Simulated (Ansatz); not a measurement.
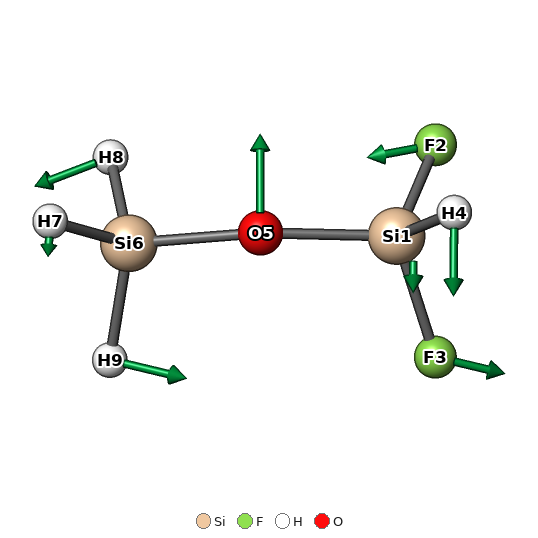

The arrows show one normal mode. Harmonic vibrations computed with RKS PBE0-D4/def2-TZVP (Ansatz 0.2.0) at a stationary point of the same level.

> What kind of motion is it?

Mostly F–Si–O bending.

> Estimate its harmonic wavenumber.

305 cm⁻¹; it is mode 5 of 21 counted from the lowest.
